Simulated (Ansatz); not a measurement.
The calculation's input:

```
crystal:
  periodic: [false, false, false]
  atoms:
    - { symbol: B, position_ang: [-0.46846, 0.04645, 2.27388] }
    - { symbol: Si, position_ang: [-0.25419, -0.10168, 0.49944] }
    - { symbol: O, position_ang: [0.00517, 0.13544, -1.08678] }
    - { symbol: H, position_ang: [0.71748, -0.08021, -1.68654] }
basis:
  gaussian: { orbitals: def2-SVP }
hamiltonian:
  xc: pbe
  dispersion: d4
relax:
  f_tol: 0.02
  max_steps: 50
output:
  orbitals: {}
```

Command:

```sh
ansatz run input.yaml --threads 1 --pin off --max-ram 2048MiB --backend cpu --events-out ev --progress --plain --runs-dir out
```

The fields are those of the relaxed geometry.

These are results of RKS PBE-D4/def2-SVP (Ansatz), not measurements.

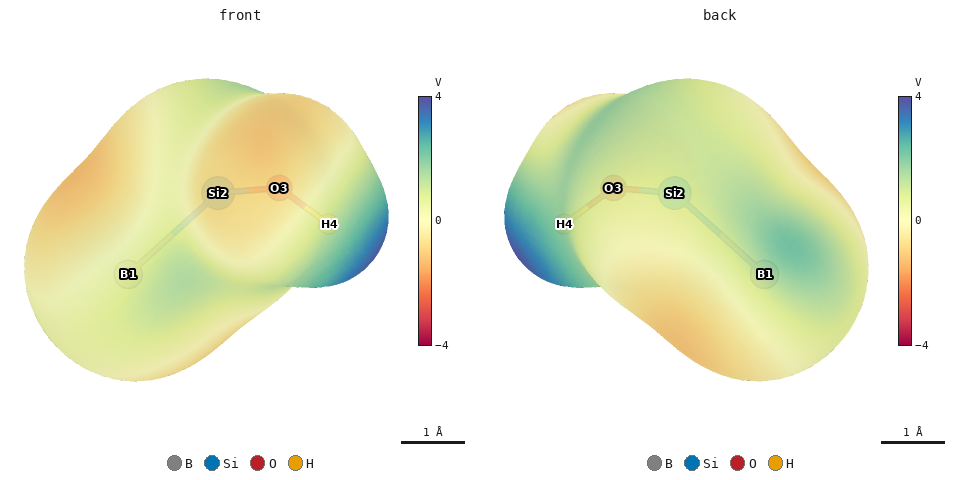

BHOSi. The electrostatic potential painted on the density surface at 0.004 e/bohr³, seen from the front and from behind; the colour scale runs from red (negative) to blue (positive).

**Which sites attract a positive test charge, and which a negative one?**

A positive charge is drawn to the negative regions and a negative charge to the positive ones. The most negative region (about −1.2 V) lies over Si2 and O3, the most positive (about +3.7 V) over H4.
